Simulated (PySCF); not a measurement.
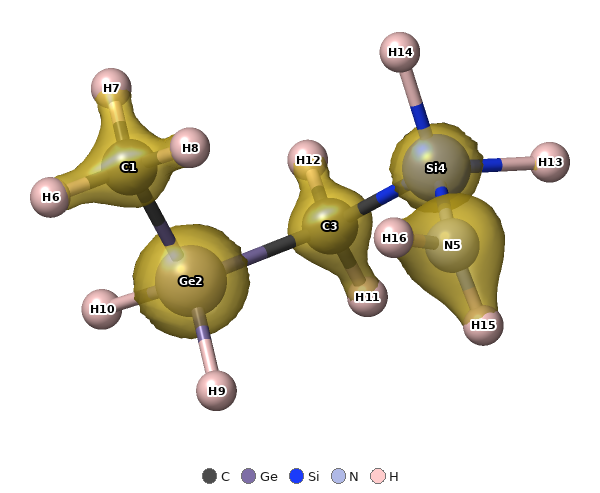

The picture shows: C$_{2}$H$_{11}$GeNSi (SMILES [CH3][GeH2][CH2][SiH2]N). Isosurface of the electron density at 1.5 e/Å³ (yellow), seen from one side.

Geometry: PBE0-D3(BJ)/def2-SVP.

Theory: PBE0/def2-SVPD, SCF density, gas phase (PySCF).

Input file:

```
{"job": {"kind": "uv", "xc": "PBE0", "basis": "def2-SVPD", "ip": true}, "charge": 0, "multiplicity": 1}
C      1.939122     0.119803     0.909216
Ge     0.968229     1.095883    -0.479437
C     -0.274860    -0.090679    -1.420386
Si    -1.383939    -1.085141    -0.266898
N     -2.018223    -0.211537     1.092171
H      2.650879     0.781515     1.423473
H      2.498543    -0.718038     0.467627
H      1.244961    -0.290237     1.657630
H      0.183274     2.260846     0.162996
H      1.978947     1.699714    -1.481108
H     -0.889848     0.526473    -2.097075
H      0.305482    -0.779482    -2.058550
H     -2.542928    -1.617743    -1.049641
H     -0.590973    -2.220010     0.298162
H     -2.659355     0.560888     0.951367
H     -1.427848    -0.039756     1.897848
```

Command:

```sh
OMP_NUM_THREADS=1 python probes_run.py task.json out
```

> Which contacts does the surface bridge?

At this value the surface falls into nine separate pieces. It bridges the sampled N–H (1.01 Å) contacts, where the density stays above the isovalue. It is pinched off along the sampled Si–N (1.74 Å), C–Si (1.88 Å) and C–Ge (1.96 Å) contacts. On the grid the lowest density along these lines, outside the cores, is 0.89 e/Å³ (Si–N, 1.74 Å), 0.78 e/Å³ (C–Si, 1.88 Å), 0.86 e/Å³ (C–Ge, 1.96 Å) and 2.2 e/Å³ (N–H, 1.01 Å).
